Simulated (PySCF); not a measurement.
## Electronic structure of C4H9FNSi2 (SMILES F[SiH]N(C[SiH3])C1C=C1) (doublet) in real space

```yaml
atoms:
  - { symbol: F, position_ang: [-0.2457, 1.6983, 2.4335] }
  - { symbol: Si, position_ang: [-1.2339, 0.8150, 1.4830] }
  - { symbol: N, position_ang: [-0.3623, 0.6742, 0.0081] }
  - { symbol: C, position_ang: [1.0617, 0.9230, -0.0948] }
  - { symbol: Si, position_ang: [2.1537, -0.5682, 0.3957] }
  - { symbol: C, position_ang: [-0.9196, -0.0932, -1.0544] }
  - { symbol: C, position_ang: [-2.1959, -0.8274, -0.8500] }
  - { symbol: C, position_ang: [-1.1319, -1.5765, -0.9389] }
  - { symbol: H, position_ang: [-2.3725, 1.7076, 1.3085] }
  - { symbol: H, position_ang: [1.2753, 1.2284, -1.1250] }
  - { symbol: H, position_ang: [1.2997, 1.7746, 0.5444] }
  - { symbol: H, position_ang: [1.7054, -1.0595, 1.6985] }
  - { symbol: H, position_ang: [3.5456, -0.1182, 0.4333] }
  - { symbol: H, position_ang: [2.0142, -1.6309, -0.6049] }
  - { symbol: H, position_ang: [-0.6772, 0.3349, -2.0277] }
  - { symbol: H, position_ang: [-3.2450, -0.7336, -0.7121] }
  - { symbol: H, position_ang: [-0.6786, -2.5364, -0.9072] }
```

Geometry: GFN2-xTB.

The calculation used PySCF 2.14.0, density-fitted response routines, UKS B3LYP, pcH-1 on C F H N Si, non-relativistic, mean-field spin-orbit, GIAO.

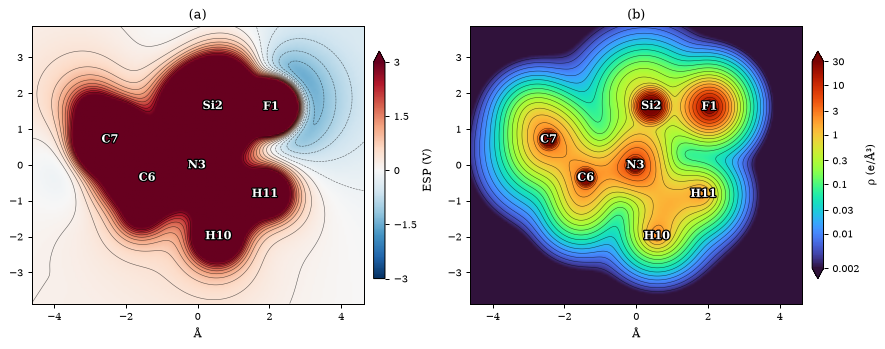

Figure 1. (a) electrostatic potential; (b) total electron density on the plane of atoms N3, C6 and C7.

**Interpret the plot.**

Atoms in the plane: F, Si, N, C and H.
C–N (1.42 Å): ρ at the midpoint is about 2 e/Å³.
Si–F (1.63 Å): the density is about 1 e/Å³ at the midpoint.
Si–N (1.72 Å): the density is about 1.1 e/Å³ at the midpoint.
C–C (1.49 Å): ρ at the midpoint is about 1.6 e/Å³.
Outside the dense part of the molecule the potential is most negative (−1.5 V) near F1.

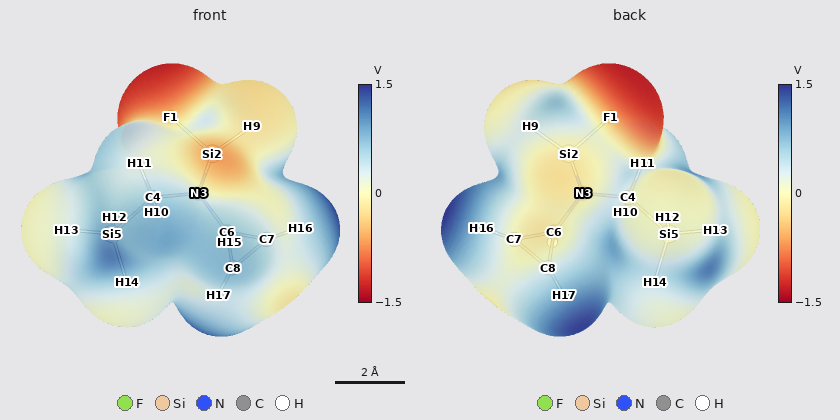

Figure 2. The molecular electrostatic potential painted on the density surface at 0.002 e/bohr³, seen from the front and from behind; the colour scale runs from red (negative) to blue (positive).

**Describe the electrostatic potential map.**

The most negative region (about −1.3 V) lies over F1, the most positive (about +1.4 V) over H16 and H17.
